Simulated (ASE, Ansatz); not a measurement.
# Relaxing random zinc-blende (B, In, Al)As solid solution (64 atoms)

How does random zinc-blende (B, In, Al)As solid solution (64 atoms) relax, and what do bonds, charges and levels look like afterwards?

Method: Kohn-Sham DFT, PBE, PAW (set soft_2), plane waves, in Ansatz 0.2.0.

## 1. The structure

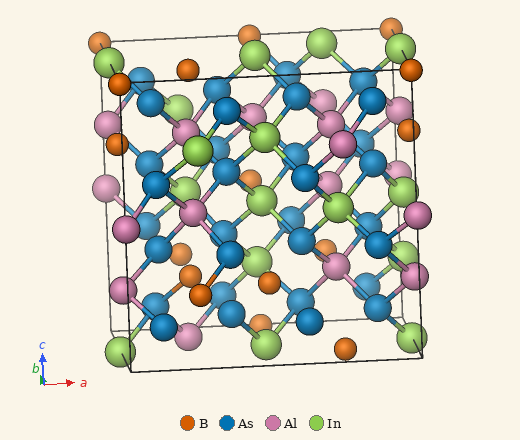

The starting structure, seen slightly off an axis (boron orange, arsenic blue, aluminium pink, indium green). Bonds to atoms that aren't drawn are left out. Some periodic images of atoms are drawn too.

The cell holds 64 atoms: 10 B, 32 As, 11 Al and 11 In. Its edges and angles: a = 10.998 Å, b = 10.998 Å, c = 10.998 Å, α = 90.0°, β = 90.0°, γ = 90.0°. It derives from BAs and InAs and AlAs. Zinc-blende lattice (a = 5.499 Å, the mean of the end members), 2 x 2 x 2 cells, metal sites filled at random with 10 B, 11 In, 11 Al; every coordinate displaced by a Gaussian of 0.05 Å.

Limits known from the start: The host structure and its lattice constant were typed by rule, without a check against the phase diagram. Only the Γ point is sampled, in a cell whose shortest periodic width is 11 Å.

## 2. Single point at the start

The forces at the start show how far the geometry lies from a minimum of this functional.

input.yaml

```yaml
crystal:
  lattice:
    - [10.998, 0.0, 0.0]
    - [0.0, 10.998, 0.0]
    - [0.0, 0.0, 10.998]
  atoms:
    - { symbol: B, position: [0.99977, 0.00059, 0.99581] }
    - { symbol: As, position: [0.12594, 0.12215, 0.1321] }
    - { symbol: Al, position: [0.99972, 0.24938, 0.24769] }
    - { symbol: As, position: [0.13371, 0.37042, 0.3658] }
    - { symbol: B, position: [0.24871, 0.002, 0.2539] }
    - { symbol: As, position: [0.36388, 0.12667, 0.3711] }
    - { symbol: B, position: [0.25164, 0.25167, 0.99629] }
    - { symbol: As, position: [0.37584, 0.37345, 0.13057] }
    - { symbol: Al, position: [0.00296, 0.00305, 0.49314] }
    - { symbol: As, position: [0.11875, 0.12495, 0.62451] }
    - { symbol: B, position: [0.99943, 0.25143, 0.75251] }
    - { symbol: As, position: [0.12676, 0.36697, 0.8726] }
    - { symbol: In, position: [0.25864, 0.99819, 0.75283] }
    - { symbol: As, position: [0.37143, 0.12814, 0.86771] }
    - { symbol: Al, position: [0.25044, 0.26137, 0.50211] }
    - { symbol: As, position: [0.37685, 0.37616, 0.6221] }
    - { symbol: In, position: [0.9977, 0.50065, 0.99962] }
    - { symbol: As, position: [0.13118, 0.62521, 0.13286] }
    - { symbol: In, position: [0.99507, 0.75758, 0.24519] }
    - { symbol: As, position: [0.12759, 0.87618, 0.37571] }
    - { symbol: B, position: [0.24798, 0.50288, 0.24894] }
    - { symbol: As, position: [0.37447, 0.62234, 0.37168] }
    - { symbol: Al, position: [0.24835, 0.74922, 0.00436] }
    - { symbol: As, position: [0.37797, 0.87414, 0.12352] }
    - { symbol: In, position: [0.98822, 0.49364, 0.50522] }
    - { symbol: As, position: [0.12965, 0.62296, 0.62443] }
    - { symbol: Al, position: [0.00128, 0.7422, 0.75048] }
    - { symbol: As, position: [0.12819, 0.87878, 0.87723] }
    - { symbol: Al, position: [0.25184, 0.49871, 0.74574] }
    - { symbol: As, position: [0.37152, 0.61724, 0.87104] }
    - { symbol: In, position: [0.25737, 0.75085, 0.5042] }
    - { symbol: As, position: [0.37653, 0.87372, 0.62754] }
    - { symbol: B, position: [0.51279, 0.99343, 0.99641] }
    - { symbol: As, position: [0.62647, 0.12715, 0.12697] }
    - { symbol: B, position: [0.5014, 0.24366, 0.24987] }
    - { symbol: As, position: [0.62579, 0.37597, 0.37021] }
    - { symbol: B, position: [0.74402, 0.99074, 0.24445] }
    - { symbol: As, position: [0.8724, 0.12017, 0.38118] }
    - { symbol: B, position: [0.75279, 0.2468, 0.00885] }
    - { symbol: As, position: [0.87691, 0.37679, 0.12643] }
    - { symbol: B, position: [0.4968, 0.99318, 0.49656] }
    - { symbol: As, position: [0.63054, 0.12911, 0.623] }
    - { symbol: In, position: [0.50491, 0.24224, 0.7531] }
    - { symbol: As, position: [0.62773, 0.37358, 0.87003] }
    - { symbol: Al, position: [0.75609, 0.99856, 0.7517] }
    - { symbol: As, position: [0.87047, 0.11975, 0.87888] }
    - { symbol: In, position: [0.74782, 0.25561, 0.49711] }
    - { symbol: As, position: [0.8804, 0.37567, 0.62651] }
    - { symbol: In, position: [0.49835, 0.50587, 1.0e-05] }
    - { symbol: As, position: [0.63012, 0.6305, 0.12355] }
    - { symbol: In, position: [0.49314, 0.75024, 0.25217] }
    - { symbol: As, position: [0.62302, 0.86578, 0.37299] }
    - { symbol: Al, position: [0.74842, 0.50434, 0.25801] }
    - { symbol: As, position: [0.87119, 0.62305, 0.37522] }
    - { symbol: In, position: [0.74426, 0.75515, 0.99441] }
    - { symbol: As, position: [0.87229, 0.87145, 0.13029] }
    - { symbol: In, position: [0.50251, 0.50023, 0.49823] }
    - { symbol: As, position: [0.63045, 0.62334, 0.62692] }
    - { symbol: Al, position: [0.49745, 0.74526, 0.75235] }
    - { symbol: As, position: [0.62936, 0.87878, 0.87342] }
    - { symbol: Al, position: [0.74972, 0.50332, 0.75015] }
    - { symbol: As, position: [0.8737, 0.62733, 0.87389] }
    - { symbol: Al, position: [0.74771, 0.75161, 0.50447] }
    - { symbol: As, position: [0.87172, 0.87191, 0.62479] }
kpoints:
  mp_grid: { grid: [1, 1, 1] }
hamiltonian:
  xc: pbe
scf:
  occupations: { method: fermi_dirac, width: 0.05 }
output:
  forces: true
  stress: true
  populations: true
  dos:
    method: { smearing: { sigma: 0.1 } }
    de: 0.1
    projected: { site_lists: { Al: [Al], As: [As], B: [B], In: [In] } }
  eigenvalues: true
```

On the command line:

```sh
> ansatz run input.yaml --threads 4 --pin off --max-ram 8192MiB --backend cpu --events-out ev --progress --plain --runs-dir out
```

Numbers of over 12 decimals in the logs are rounded to 6 here.

Output:

```text
Engine: ansatz 0.2.0, aarch64-unknown-linux-gnu
Pseudopotentials: kind: paw
Pseudopotential: B, paw, valence charge 3, recommended cutoff 420 eV (normal), B.paw.azcp
Pseudopotential: As, paw, valence charge 15, recommended cutoff 420 eV (normal), As.paw.azcp
Pseudopotential: Al, paw, valence charge 3, recommended cutoff 420 eV (normal), Al.paw.azcp
Pseudopotential: In, paw, valence charge 13, recommended cutoff 420 eV (normal), In.paw.azcp
[... 5 lines on functional and potentials left out ...]
Crystal: 64 atoms, lattice volume = 1330.274 Å³
Basis set: ecut = 420 eV, 25821 PW (Γ), exchange–correlation on 150×150×150 points (8 copies of the dense FFT grid, shifted against one another)
Bands: 412, of which v1, the nominal top of the filled ones, is band 343 counted from 1 (342 counted from 0)
Symmetry: 1 space group operations
Space group: P1 (ITA 1), of the structure as read, at distance tolerance 1.1e-4 Å
k-points: 1
[... 9 lines on functional and potentials left out ...]
Initial density: superposition of atomic densities (neutral atoms: chi_scale 0, normalization atom), corrected by the library's trained network
Initial wavefunctions: pseudopotential atomic-orbital guess
Functional: x = pbe(κ = 0.804, μ = 0.219515), c = pbe(β = 0.066725)
SCF iter   1: F=—  HF=-224420.403394 eV  |F-HF|=—  |Δ(HF+E_count)|=         —  Δρ=2.25e-3  dr2=1.47e-1  ethr=1.77e-3  ⟨swp⟩=6.0  Hψ=1593  notcnv=0  defer=35
preconditioner: auto → Resta (q_TF=auto, 2.443 Å⁻¹)  ε∞=3.8  [insulator: Δε(μ)=0.806 eV  Ē_g=11.622 eV  σ=0.050 eV  W_gap=1.00  n_scr=340 (ndim 8)  ℏωp=19.5 eV  f_vac=0.021  D(μ)=0.04/eV (n_scr^D=0)  ε∞_Penn≈3.8]
SCF iter   2: F=—  HF=-224420.369228 eV  |F-HF|=—  |Δ(HF+E_count)|=   3.42e-2  Δρ=1.22e-3  dr2=2.53e-2  ethr=2.14e-5  ⟨swp⟩=2.0  Hψ=812  notcnv=0  defer=42
SCF iter   3: F=—  HF=-224420.367650 eV  |F-HF|=—  |Δ(HF+E_count)|=   1.58e-3  Δρ=4.81e-4  dr2=5.43e-3  ethr=3.69e-6  ⟨swp⟩=2.0  Hψ=697  notcnv=0  defer=42
SCF iter   4: F=—  HF=-224420.367528 eV  |F-HF|=—  |Δ(HF+E_count)|=   1.23e-4  Δρ=1.56e-4  dr2=4.42e-4  ethr=7.92e-7  ⟨swp⟩=2.0  Hψ=698  notcnv=0  defer=42
SCF iter   5: F=—  HF=-224420.367827 eV  |F-HF|=—  |Δ(HF+E_count)|=   2.99e-4  Δρ=5.25e-5  dr2=5.45e-5  ethr=6.44e-8  ⟨swp⟩=2.0  Hψ=688  notcnv=0  defer=42
SCF iter   6: F=—  HF=-224420.367231 eV  |F-HF|=—  |Δ(HF+E_count)|=   5.96e-4  Δρ=2.13e-5  dr2=1.35e-5  ethr=7.95e-9  ⟨swp⟩=2.0  Hψ=703  notcnv=0  defer=42
SCF iter   7: F=—  HF=-224420.367237 eV  |F-HF|=—  |Δ(HF+E_count)|=   6.26e-6  Δρ=7.43e-6  dr2=1.07e-6  ethr=1.97e-9  ⟨swp⟩=2.0  Hψ=703  notcnv=0  defer=42
SCF iter   8: F=-224420.367238 eV  HF=-224420.367238 eV  |F-HF|=2.54e-8  |Δ(HF+E_count)|=   1.08e-6  Δρ=2.04e-6  dr2=7.83e-8  ethr=1.46e-11  ⟨swp⟩=10.0  Hψ=2390  notcnv=0
SCF 1 converged in 8 iterations: F = -224420.367238 eV  dr2 = 7.83e-8
  greatest PAW one-centre occupation: 0.999 electrons in one spin orbital (limit 2), on the As atom at site 55 (counted from 0), in its partial waves of l = 2
SCF converged after 8 iterations
Free energy (F): -224420.367238 eV
Harris-Foulkes:  -224420.367238 eV  (|F-HF|=2.54e-8)
Internal energy: -224420.366226 eV  (E = F + TS)
E sigma→0 (E₀):  -224420.366732 eV
Entropy (-TS):   -0.001012 eV (-0.016 meV/atom)
Fermi energy:    9.041040 eV
--- Per-component energies (eV) ---
  E_band       = -8354.197940
  E_kinetic    = 6754.515399
  E_local      = -79984.180616  (includes V_loc(G=0)·N_el)
  E_nonlocal   = -17169.490571
  E_hartree    = 41204.363792
  E_xc         = -5677.110873
  E_vxc        = -4351.713176  (∫ρ·V_xc dr)
  E_paw        = -110379.435495  (= ΣΔE_a)
  E_vpaw       = 3987.967602  (= ΣTr[D̂ρ^β])
  E_aug_tail   = 0.000481  (compensation charges beyond the density's cutoff)
  E_ewald      = -59169.028344
  E_smearing   = -0.001012  (= −TS)
  E_closure    = -0.000000  (closes the sum)
  Σ components = -224420.367238   (vs F -224420.367238, Δ=0.00e0)
--- Forces (eV/Å), atoms counted from 1 ---
  atom   1  B      0.18260708     0.08720478     0.56298896
  atom   2  As     1.44623659    -1.46045987    -2.17858716
  atom   3  Al    -0.47929271    -0.48553227     0.53623088
  atom   4  As     0.69958954     1.93432378    -1.50031017
  atom   5  B     -0.06607262     0.07765447    -0.41085329
  atom   6  As     2.06009927    -1.67561082    -0.92060328
  atom   7  B     -0.06937590    -0.43059373     0.34409967
  atom   8  As    -2.00122676    -1.91692411     1.44898303
  atom   9  Al    -0.33523503    -0.66890519     0.89685554
  atom  10  As    -1.09671952     2.41521006     0.72339352
  atom  11  B      0.16725282    -0.39602774    -0.05062420
  atom  12  As     0.70542646    -2.58850872    -0.71950994
  atom  13  In    -2.17385722     0.24468420    -1.15565612
  atom  14  As     0.39049801     0.66465719     6.86316477
[...]
atom  63  Al     0.30078596    -0.20765555    -0.48339813
  atom  64  As     1.30632757     0.20153169     0.02421867
  max |Σ_I F_I| component: 2.64e-5 eV/Å
--- Stress (GPa, compression-positive) ---
       11.090396       0.888942       0.749701
        0.888943      10.842777      -1.262099
        0.749706      -1.262100      11.108120
  P = ⅓ Tr σ = 11.0138 GPa (110.138 kbar)
--- Band table (eV) ---
  k-point 0: bands = ["-27.0961", "-27.0943", "-27.0942", "-27.0919", [... 396 levels ...], "13.3345", "13.4031", "13.4089", "13.4396", "13.4708", "13.5703", "13.5817", "13.6227", "13.7079", "13.7900", "13.8294", "13.8845"]
--- Löwdin populations: 64 sites ---
  site symbol       q [e]
     0      B      3.3045
     1     As     14.8325
     2     Al      2.5931
[...]
63     As     15.3996
  spilling = 0.002259 (of n_electrons = 686.000000)
```

It took 27 s on 4 threads of Arm Neoverse V1, shared host; peak memory 1.8 GiB.

The run gave:

```
free energy                                      : -224420.3672 eV
free energy per atom                             : -3506.5682 eV/atom
SCF cycles                                       : 8
pressure                                         : 11.01 GPa
r.m.s. force component                           : 1.71 eV/Å
longest force                                    : 6.97 eV/Å
Fermi energy                                     : 9.041 eV
gap (highest filled to lowest empty level) : 0.7887 eV
spilling of the projection                       : 0.002259
```

The r.m.s. force component of 1.7 eV/Å and the pressure of 11 GPa set the starting point.

Length of the force by element:

```
element  coordination  atoms  mean length of the force (eV/Å)  spread  least   most
     Al           all     11                             1.07   0.346  0.606   1.81
     As           all     32                             3.57    1.58  0.682   6.97
      B           all     10                            0.553   0.176  0.361  0.981
     In           all     11                             1.92    1.21  0.205   4.86
```

## 3. Relaxation

The atoms are relaxed in the fixed cell, aiming at the force tolerance of the input.

input.yaml, the sections that differ from step 2:

```yaml
output:
  forces: true
relax:
  f_tol: 0.03
  max_steps: 188
# crystal, kpoints, hamiltonian, scf: as in step 2
```

Output:

```text
[...]
Crystal: 64 atoms, lattice volume = 1330.274 Å³
Basis set: ecut = 420 eV, 25821 PW (Γ), exchange–correlation on 150×150×150 points (8 copies of the dense FFT grid, shifted against one another)
Bands: 412, of which v1, the nominal top of the filled ones, is band 343 counted from 1 (342 counted from 0)
Symmetry: 1 space group operations
[...]
k-points: 1
[...]
SCF iter   1: F=—  HF=-224420.403394 eV  |F-HF|=—  |Δ(HF+E_count)|=         —  Δρ=2.25e-3  dr2=1.47e-1  ethr=1.77e-3  ⟨swp⟩=6.0  Hψ=1593  notcnv=0  defer=35
[...]
SCF iter   6: F=-224420.367229 eV  HF=-224420.367231 eV  |F-HF|=1.56e-6  |Δ(HF+E_count)|=   5.66e-5  Δρ=2.13e-5  dr2=1.35e-5  ethr=3.28e-9  ⟨swp⟩=4.0  Hψ=1445  notcnv=0
SCF 1 converged in 6 iterations: F = -224420.367229 eV  dr2 = 1.35e-5
[...]
relax step   1: F+E_penalty+E_count = -224420.36722927 eV  Δ(F+E_penalty+E_count) = +0.000e0 eV  max|allowed force component| = 6.863e0 eV/Å  Δτ_max = 0.0000 Å  (6 SCF iters, dr2 threshold 2.25e-5 eV, accepted)
[...]
relax step   2: F+E_penalty+E_count = -224432.40302508 eV  Δ(F+E_penalty+E_count) = -1.204e1 eV  max|allowed force component| = 4.053e0 eV/Å  Δτ_max = 0.1948 Å  (6 SCF iters, dr2 threshold 1.00e-4 eV, accepted)
[...]
relax step   3: F+E_penalty+E_count = -224440.16326392 eV  Δ(F+E_penalty+E_count) = -7.760e0 eV  max|allowed force component| = 1.674e0 eV/Å  Δτ_max = 0.1948 Å  (7 SCF iters, dr2 threshold 1.00e-4 eV, accepted)
relax step   4: F+E_penalty+E_count = -224443.69661859 eV  Δ(F+E_penalty+E_count) = -3.533e0 eV  max|allowed force component| = 7.091e-1 eV/Å  Δτ_max = 0.2000 Å  (7 SCF iters, dr2 threshold 1.00e-4 eV, accepted)
relax step   5: F+E_penalty+E_count = -224444.24064942 eV  Δ(F+E_penalty+E_count) = -5.440e-1 eV  max|allowed force component| = 1.990e-1 eV/Å  Δτ_max = 0.2000 Å  (6 SCF iters, dr2 threshold 8.58e-5 eV, accepted)
relax step   6: F+E_penalty+E_count = -224444.24501752 eV  Δ(F+E_penalty+E_count) = -4.368e-3 eV  max|allowed force component| = 2.174e-1 eV/Å  Δτ_max = 0.1715 Å  (7 SCF iters, dr2 threshold 3.12e-6 eV, accepted)
relax step   7: F+E_penalty+E_count = -224444.29556247 eV  Δ(F+E_penalty+E_count) = -5.054e-2 eV  max|allowed force component| = 6.617e-2 eV/Å  Δτ_max = 0.1059 Å  (6 SCF iters, dr2 threshold 3.72e-6 eV, accepted)
relax step   8: F+E_penalty+E_count = -224444.30110820 eV  Δ(F+E_penalty+E_count) = -5.546e-3 eV  max|allowed force component| = 3.226e-2 eV/Å  Δτ_max = 0.0442 Å  (7 SCF iters, accepted)
[...]
relax step   9: F+E_penalty+E_count = -224444.30197123 eV  Δ(F+E_penalty+E_count) = -8.630e-4 eV  max|allowed force component| = 6.107e-3 eV/Å  Δτ_max = 0.0093 Å  (6 SCF iters, accepted)
SCF converged after 6 iterations
Free energy (F): -224444.301971 eV
[...]
Internal energy: -224444.296577 eV  (E = F + TS)
E sigma→0 (E₀):  -224444.299274 eV
Entropy (-TS):   -0.005394 eV (-0.084 meV/atom)
Fermi energy:    9.002807 eV
[...]
--- Forces (eV/Å), atoms counted from 1 ---
  atom   1  B     -0.00377356    -0.00368050     0.00175182
  atom   2  As     0.00207780    -0.00081714    -0.00015251
  atom   3  Al    -0.00075196     0.00153451     0.00178853
  atom   4  As    -0.00013520     0.00030823     0.00037714
  atom   5  B     -0.00050754    -0.00090077     0.00271302
  atom   6  As     0.00319647     0.00010685     0.00301654
  atom   7  B      0.00374021     0.00247836     0.00182860
  atom   8  As    -0.00133278    -0.00200290    -0.00306032
  atom   9  Al     0.00108972     0.00153203    -0.00004227
  atom  10  As     0.00105430     0.00066039     0.00249507
  atom  11  B     -0.00000236     0.00006336     0.00066718
  atom  12  As     0.00025996    -0.00132188    -0.00014353
  atom  13  In    -0.00123397     0.00269764     0.00298720
  atom  14  As    -0.00028237     0.00051643    -0.00351887
[...]
atom  63  Al    -0.00065301     0.00038379    -0.00164963
  atom  64  As    -0.00072385     0.00023837    -0.00205169
  max |Σ_I F_I| component: 8.63e-6 eV/Å
--- Relaxed structure (9 steps of the walk, 9 accepted, 0 SCFs on fresh bases) ---
  F+E_penalty+E_count = -224444.30197123 eV   max|allowed force component| = 6.107e-3 eV/Å
  atoms:
    - { symbol: B, position: [1.001383, 0.019296, 1.014930] }
    - { symbol: As, position: [0.138182, 0.118377, 0.120630] }
    - { symbol: Al, position: [1.001425, 0.240771, 0.240823] }
    - { symbol: As, position: [0.137138, 0.373169, 0.355060] }
[...]
- { symbol: As, position: [0.869401, 0.884341, 0.626268] }
```

The job ended after 2.2 min (4 threads; peak memory 1.8 GiB; 7.4 min of CPU time).

Step by step:

| step | energy less that of the first step (eV) | largest force component (eV/Å) |
| --- | --- | --- |
| 1 | 0.0000 | 6.8633 |
| 2 | -12.0358 | 4.0534 |
| 3 | -19.7960 | 1.6743 |
| 4 | -23.3294 | 0.7091 |
| 5 | -23.8734 | 0.1990 |
| 6 | -23.8778 | 0.2174 |
| 7 | -23.9283 | 0.0662 |
| 8 | -23.9339 | 0.0323 |
| 9 | -23.9347 | 0.0061 |

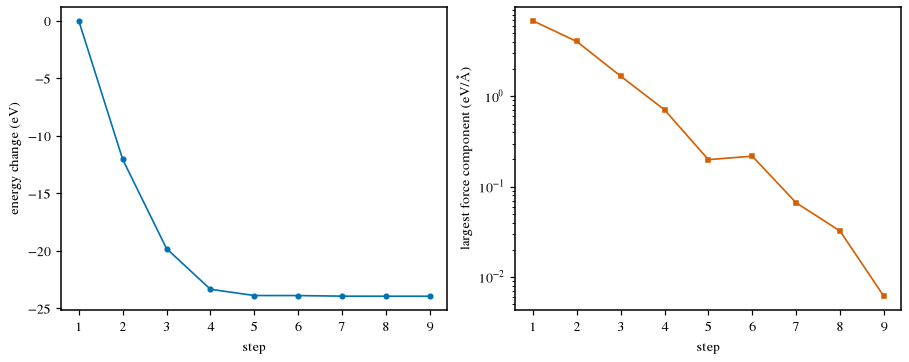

Energy and largest force along the relaxation.

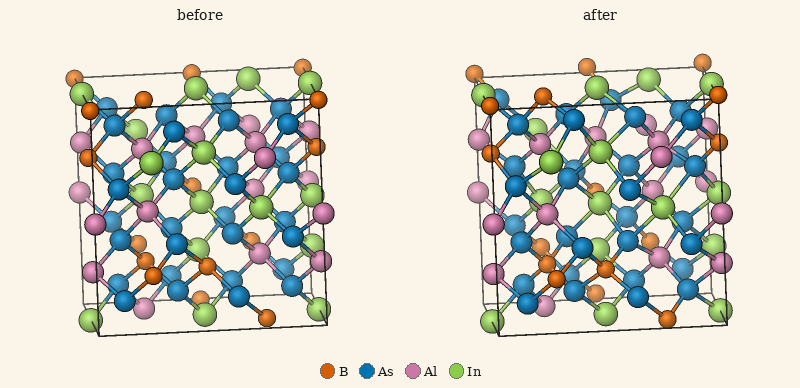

The structure before and after the relaxation, drawn at the same scale. Bonds to atoms that aren't drawn are left out.

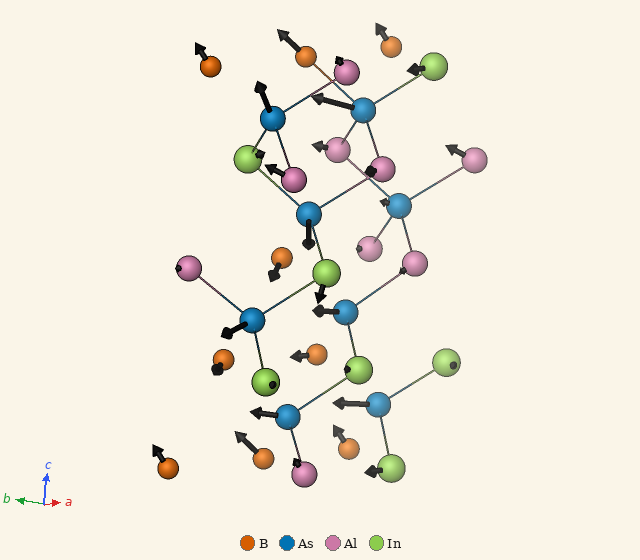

Displacements in the relaxation, exaggerated; the longest in the cell stands for 0.66 Å. Drawn is a slice 5 Å thick, seen at a slant to the ac plane. Bonds to atoms that aren't drawn are left out.

The atoms that moved most (Å):

```
atom      dx      dy      dz  length
As60  -0.471   0.442   0.120   0.657
As32   0.414   0.158  -0.447   0.629
As28  -0.384   0.051   0.433   0.581
As14   0.009  -0.052   0.576   0.579
As56   0.002   0.559  -0.059   0.562
As20   0.192   0.452  -0.255   0.553
As48   0.306  -0.289   0.351   0.548
As22  -0.260  -0.321  -0.340   0.535
```

The relaxation changed the energy by -374 meV/atom, and atoms moved by 0.34 Å r.m.s., 0.66 Å at most.

(Part 1 of 2 ends here.)

[Logs are printed without paths, hosts, clocks, repeated set-up lines and the standing remarks that a program may print on its own settings, such as how far it seeks lower states.]

[Hosts, paths, dates, database ids (printed as entryN), source tags and the programs' standing remarks are cut or masked in the printed files.]
